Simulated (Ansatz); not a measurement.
**SiH3Cl (chlorosilane): r2SCAN0/STO-3G**

What is the electronic atomisation energy of SiH3Cl (chlorosilane) at r2SCAN0/STO-3G? 

Program for the calculation: Ansatz 0.2.0.

53 further runs of the same task are left out: 4 that didn't finish, 49 set aside as unsound or not needed.

**1. The structure to begin with**

SiH3Cl: 5 atoms, total charge 0, spin state singlet. As SMILES, `[SiH3]Cl`. Geometry: relaxed at PBE0-D4/def2-TZVP.

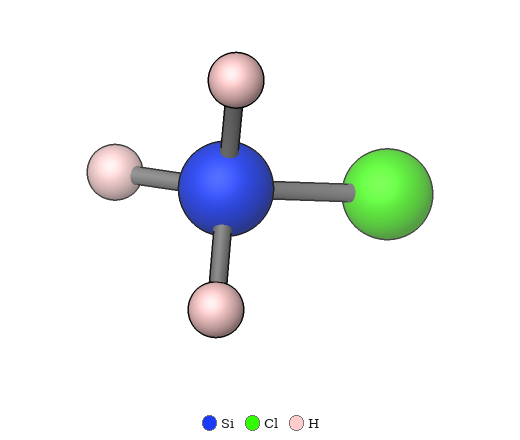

The structure, seen from a chosen angle (silicon blue, chlorine green, hydrogen pink).

**2. The energy at r2SCAN0/STO-3G**

Input file input.yaml:

```yaml
crystal:
  periodic: [false, false, false]
  atoms:
    - {symbol: Si, position_ang: [-0.112000, 0.018600, -0.030900]}
    - {symbol: Cl, position_ang: [1.838300, -0.513500, 0.329900]}
    - {symbol: H, position_ang: [-0.950900, -0.488300, 1.079100]}
    - {symbol: H, position_ang: [-0.534700, -0.585700, -1.314900]}
    - {symbol: H, position_ang: [-0.190800, 1.495400, -0.104700]}
basis:
  gaussian:
    orbitals: STO-3G
accuracy: high
hamiltonian:
  xc: {name: r2SCAN0}
```

Command:

```
ansatz run input.yaml --threads 1 --pin off --max-ram 2610MiB --events-out events.jsonl --progress --plain --runs-dir runs
```

Output:

```text
Warning: RAYON_NUM_THREADS=1 ignored (pool sized by the plan → 1); use --threads N
Functional definition: r2SCAN0
  name "r2SCAN0"
  parameter a = 0.25
  parameter k0 = 0.174
  parameter k1 = 0.065
  parameter a1 = 4.9479
  exchange = (1 - a)*r2scan_x(k0 = k0, k1 = k1, a1 = a1) + a*exact_x
  correlation = r2scan_c
364 factors; integrals over basis functions are off by at most 1.3e-8 eV
mean field evaluation 1: about -20220.9122 eV, gradient 1.8e1 eV
mean field evaluation 2: about -20221.7559 eV, gradient 1.1e1 eV
mean field evaluation 4: about -20222.1838 eV, gradient 1.3e-1 eV
mean field evaluation 8: about -20222.1567 eV, gradient 9.9e-5 eV
mean field -20222.15671938 eV, -743.1505523670 hartree, gradient 6.7e-9 eV, S^2 0.000000; 0 other end points of the search recorded, 0 dependent functions left out
reference -20222.15671966 eV, -743.1505523775 hartree; 17, 17 occupied and 4, 4 virtual orbitals, 364 factors
Total energy: -20222.15671966 eV, -743.1505523775 hartree
```

It took 2.9 s on 1 thread of Arm Neoverse V1, shared host; peak memory 0.14 GiB.

**3. The Cl atom, same level**

Input file job.yaml:

```yaml
crystal:
  periodic: [false, false, false]
  atoms:
    - {symbol: Cl, position_ang: [0.000000, 0.000000, 0.000000]}
basis:
  gaussian:
    orbitals: STO-3G
magnetization:
  spin_polarized: true
  initial_magnetization: 1
hamiltonian:
  xc: {name: r2SCAN0}
accuracy: high
```

Command:

```
ansatz run job.yaml --threads 1 --pin off --max-ram 2610MiB --events-out events.jsonl --progress --plain --runs-dir runs
```

Output:

```text
Warning: RAYON_NUM_THREADS=1 ignored (pool sized by the plan → 1); use --threads N
[... 8 set-up lines as earlier in the session ...]
42 factors; integrals over basis functions are off by at most 4.6e-9 eV
mean field evaluation 1: about -12384.7332 eV, gradient 1.4e-1 eV
mean field evaluation 2: about -12384.7332 eV, gradient 2.8e-3 eV
mean field evaluation 4: about -12384.7393 eV, gradient 4.3e-8 eV
mean field -12384.73932189 eV, -455.1307754018 hartree, gradient 2.1e-8 eV, S^2 0.750000; 0 other end points of the search recorded, 0 dependent functions left out
reference -12384.73932209 eV, -455.1307754089 hartree; 9, 8 occupied and 0, 1 virtual orbitals, 42 factors
Total energy: -12384.73932209 eV, -455.1307754089 hartree
```

Run time: 1.1 s. Hardware: 1 thread of Arm Neoverse V1, shared host; peak memory 0.12 GiB.

**4. The H atom, same level**

Input file in.yaml:

```yaml
basis:
  gaussian:
    orbitals: STO-3G
crystal:
  periodic: [false, false, false]
  atoms:
    - {symbol: H, position_ang: [0.000000, 0.000000, 0.000000]}
magnetization:
  spin_polarized: true
  initial_magnetization: 1
hamiltonian:
  xc: {name: r2SCAN0}
accuracy: high
```

Run the same way, it converges to -0.46649 Eh (log not shown).

**5. The Si atom**

Input file molecule.yaml:

```yaml
crystal:
  periodic: [false, false, false]
  atoms:
    - symbol: Si
      position_ang: [0.000000, 0.000000, 0.000000]
basis:
  gaussian:
    orbitals: STO-3G
magnetization:
  spin_polarized: true
  initial_magnetization: 2
hamiltonian:
  xc: {name: r2SCAN0}
accuracy: high
```

Run the same way, it converges to -285.92557 Eh (log not shown).

**6. Results**

At r2SCAN0/STO-3G:

```
                     quantity          value
       molecule: total energy  -743.15055 Eh
        Cl atom: total energy  -455.13078 Eh
                Cl atom: ⟨S²⟩          0.750
         H atom: total energy    -0.46649 Eh
                 H atom: ⟨S²⟩          0.750
        Si atom: total energy  -285.92557 Eh
                Si atom: ⟨S²⟩          2.000
electronic atomisation energy      18.905 eV
```

Taking the molecule apart into free atoms costs 18.90 eV (1824 kJ/mol), before zero-point energy and without spin-orbit coupling. In a minimal basis such a difference can be off by several eV, whatever the method.
